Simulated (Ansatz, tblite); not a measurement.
# Sn(GeH3)H3 (SnGeH₆): a ladder of methods and basis sets

Aim: run the singlet of Sn(GeH3)H3 (SnGeH₆) at one geometry on many levels, and compare frontier levels, spin and run time.

Computed with Ansatz 0.2.0, Gaussian basis. Level: as each input shows.

Levels to be run: GFN1-xTB, GFN2-xTB, PBE-D4/def2-TZVP, r2SCAN-D4/def2-TZVP, ωB97X-V/def2-TZVP, HSE06-D4/def2-TZVP, r2SCAN0-D4/def2-TZVP, B97M-V/def2-TZVP, BHLYP-D4/def2-TZVP, B3LYP-D4/def2-TZVP, revPBE-D4/def2-TZVP, ωB97M-V/def2-TZVP, LC-ωPBE/def2-TZVP, r2SCANh-D4/def2-TZVP, CAM-B3LYP-D4/def2-TZVP, LDA/def2-TZVP, PBE-QIDH/def2-TZVP, HF/def2-TZVP, B2PLYP/def2-TZVP, BLYP-D4/def2-TZVP, PBE-D4/def2-SVP, PBE0-D4/def2-SVP, PBE0-D4/def2-QZVPP, CCSD(T)/def2-TZVPP, MP2/def2-TZVP, RPA/def2-TZVP, MP2/def2-QZVPP.

3 further runs of the same task are left out: 1 for a known fault of the program, 2 set aside as unsound or not needed.

### Step 1. The structure

The singlet was relaxed beforehand with r2SCAN-D4/def2-TZVP.

8 atoms, charge 0, spin multiplicity 1.

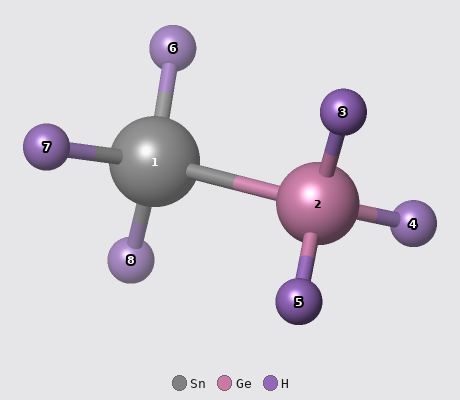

The structure; tin grey, germanium pink, hydrogen purple; atoms are numbered from 1 in the order of the file.

Sn takes a core potential in the def2 sets. No spin-orbit coupling is included.

PBE0-D4/def2-TZVP was run before; its log isn't repeated, and its numbers join the tables.

### Step 2. GFN1-xTB

Tight binding, by tblite at 300 K electronic temperature and without a spin-polarisation term:

```python
tblite.interface.Calculator('GFN1-xTB', numbers, positions, charge=0, uhf=0).singlepoint()
```

Energy -201.1161 eV, HOMO -11.74 eV, LUMO -6.50 eV; 0.064 s.

### Step 3. GFN2-xTB

Tight binding, by tblite at 300 K electronic temperature and without a spin-polarisation term:

```python
tblite.interface.Calculator('GFN2-xTB', numbers, positions, charge=0, uhf=0).singlepoint()
```

Energy -192.1821 eV, HOMO -11.06 eV, LUMO -5.55 eV; 0.04 s.

### Step 4. PBE-D4/def2-TZVP

start.molden holds the orbitals of an earlier run on this state, given as this run's starting guess.

in.yaml reads:

```yaml
crystal:
  periodic: [false, false, false]
  atoms:
    - {symbol: Sn, position_ang: [-0.003740, 0.007111, -1.273839]}
    - {symbol: Ge, position_ang: [0.003949, -0.006741, 1.317639]}
    - {symbol: H, position_ang: [0.824037, 1.168303, 1.866620]}
    - {symbol: H, position_ang: [0.617257, -1.309583, 1.847368]}
    - {symbol: H, position_ang: [-1.425341, 0.107954, 1.863859]}
    - {symbol: H, position_ang: [1.591890, -0.022325, -1.878492]}
    - {symbol: H, position_ang: [-0.775137, 1.410908, -1.862713]}
    - {symbol: H, position_ang: [-0.832925, -1.355638, -1.880442]}
basis:
  gaussian: {orbitals: def2-TZVP, initial_orbitals: start.molden}
hamiltonian: {xc: pbe, dispersion: d4}
scf: {omitted_lower_state_checks: [starts]}
output: {orbitals: {seedname: orbitals}}
```

Run with:

```sh
$ ansatz run in.yaml --threads 2 --pin off --events-out ev --progress --plain --max-ram 4352MiB
```

The runs that follow: r2SCAN-D4/def2-TZVP; ωB97X-V/def2-TZVP; HSE06-D4/def2-TZVP; r2SCAN0-D4/def2-TZVP; B97M-V/def2-TZVP; BHLYP-D4/def2-TZVP; B3LYP-D4/def2-TZVP; revPBE-D4/def2-TZVP; ωB97M-V/def2-TZVP; LC-ωPBE/def2-TZVP; r2SCANh-D4/def2-TZVP; CAM-B3LYP-D4/def2-TZVP; LDA/def2-TZVP; PBE-QIDH/def2-TZVP; HF/def2-TZVP; B2PLYP/def2-TZVP; BLYP-D4/def2-TZVP; PBE-D4/def2-SVP; PBE0-D4/def2-SVP; PBE0-D4/def2-QZVPP; CCSD(T)/def2-TZVPP; MP2/def2-TZVP; RPA/def2-TZVP; MP2/def2-QZVPP.

Before running them: what should the planned runs give, taken together? Wanted: gap in def2-TZVP, named functionals and Hartree-Fock, smallest and largest; correlation energy, CCSD(T)/def2-TZVPP; correlation energy, MP2/def2-TZVP; correlation energy, MP2/def2-QZVPP; binding an atom, CCSD(T)/def2-TZVPP; PBE0 total energy, smallest basis above largest.

**Answer**, as computed:

| quantity | value |
| --- | --- |
| gap in def2-TZVP, named functionals and Hartree-Fock, smallest and largest | 5.80 eV (BLYP-D4), 12.77 eV (HF) |
| correlation energy, CCSD(T)/def2-TZVPP | -17.77 eV |
| correlation energy, MP2/def2-TZVP | -16.00 eV |
| correlation energy, MP2/def2-QZVPP | -29.55 eV |
| binding an atom, CCSD(T)/def2-TZVPP | 2.452 eV |
| PBE0 total energy, smallest basis above largest | 8.72 eV (def2-SVP, def2-QZVPP) |

**Reading.** Over the named functionals and Hartree-Fock in def2-TZVP the gap runs from 5.80 eV (BLYP-D4) to 12.77 eV (HF); exact exchange widens it. The functionals in def2-TZVP miss CCSD(T)/def2-TZVPP by -0.093 (revPBE-D4) to +0.296 eV (LDA) an atom. The reference is CCSD(T) in one finite basis, so it carries an error of its own, often a tenth of an eV or more, and near misses can't be ranked.
